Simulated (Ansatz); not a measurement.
# AlCl3FH4N: the cost of one run

Method: UKS B3LYP/6-31G*, in Ansatz 0.2.0.

### Step 1. The starting structure

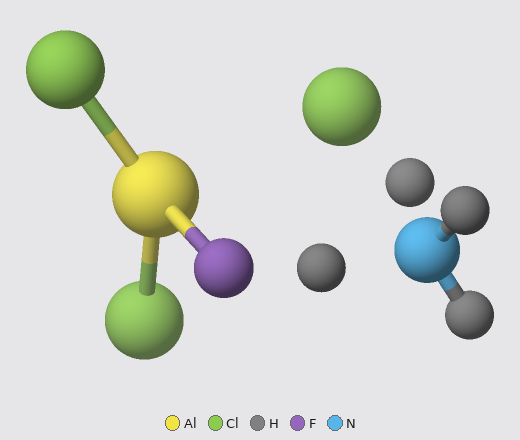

The starting structure, seen from a chosen angle (aluminium yellow, chlorine green, hydrogen grey, fluorine purple, nitrogen blue).

Structure file:

```xyz
10

Al   -1.2184    0.2150   -1.5877
Cl   -0.7072   -1.9123   -0.1784
Cl   -0.4562   -0.1930   -3.4087
Cl   -2.9023    0.9409   -0.7424
H     0.7782    0.8004    0.4155
F     0.2941    1.2872   -0.5770
H     0.3644   -1.0283    0.8956
N     1.0837   -0.0331    1.4106
H     2.0529   -0.3031    1.4640
H     0.7108    0.2263    2.3085
```

### Step 2. Pulling towards end A

Springs on the bonds that form and break draw the guess towards this end; the thresholds are loose.

input.yaml

```yaml
crystal:
  periodic: [false, false, false]
  atoms:
    - { symbol: Al, position_ang: [-1.2184, 0.215, -1.5877] }
    - { symbol: Cl, position_ang: [-0.7072, -1.9123, -0.1784] }
    - { symbol: Cl, position_ang: [-0.4562, -0.193, -3.4087] }
    - { symbol: Cl, position_ang: [-2.9023, 0.9409, -0.7424] }
    - { symbol: H, position_ang: [0.7782, 0.8004, 0.4155] }
    - { symbol: F, position_ang: [0.2941, 1.2872, -0.577] }
    - { symbol: H, position_ang: [0.3644, -1.0283, 0.8956] }
    - { symbol: "N", position_ang: [1.0837, -0.0331, 1.4106] }
    - { symbol: H, position_ang: [2.0529, -0.3031, 1.464] }
    - { symbol: H, position_ang: [0.7108, 0.2263, 2.3085] }
magnetization:
  spin_polarized: true
basis:
  gaussian: { orbitals: "6-31G*" }
hamiltonian:
  xc: b3lyp
relax:
  f_tol: 0.15
  max_steps: 25
  restrain:
    - { distance: [0, 5], at: 3.08, k: 30.0 }
    - { distance: [4, 7], at: 2.32, k: 30.0 }
    - { distance: [6, 1], at: 2.63, k: 30.0 }
    - { distance: [0, 1], at: 2.23, k: 30.0 }
    - { distance: [4, 5], at: 0.88, k: 30.0 }
    - { distance: [6, 7], at: 1.02, k: 30.0 }
```

Command:

```bash
ansatz run input.yaml --threads 4 --pin off --max-ram 5120MiB --backend cpu --events-out ev --progress --plain --runs-dir out
```

Q: Estimate wall time and peak memory on 4 threads of Arm Neoverse N1, shared host.

About 60 s, with a peak of 0.45 GiB.
